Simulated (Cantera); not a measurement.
Input: 1 mol BaF2, 2.6 mol O2, 1.1 mol H2, 0.09 mol H2O, equilibrated at 21.0 Pa.

Equilibrium computed with Cantera from the NASA thermochemical tables; the gas is ideal and each condensed phase is pure. Candidate condensed phases: Ba, BaF2, BaO, Ba(OH)2, H2O; 27 gas species. Equilibrium is a limit: real reactors are often held back by kinetics, nucleation or transport.

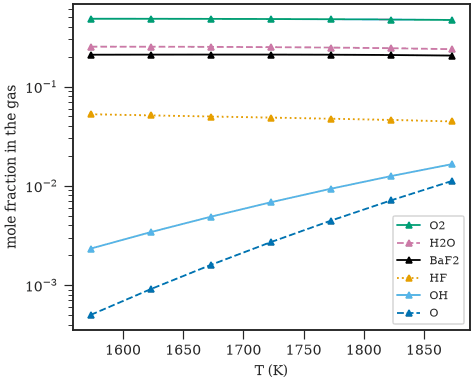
*Equilibrium gas composition (values under 1e-9 drawn at 1e-9)*

From 1573 K to 1873 K the condensed part is BaO(s). The main Ba-bearing gas is BaF2 throughout. The share of Ba in condensed phases is highest at 1573 K (10.9 %) and lowest at 1873 K (6.4 %).
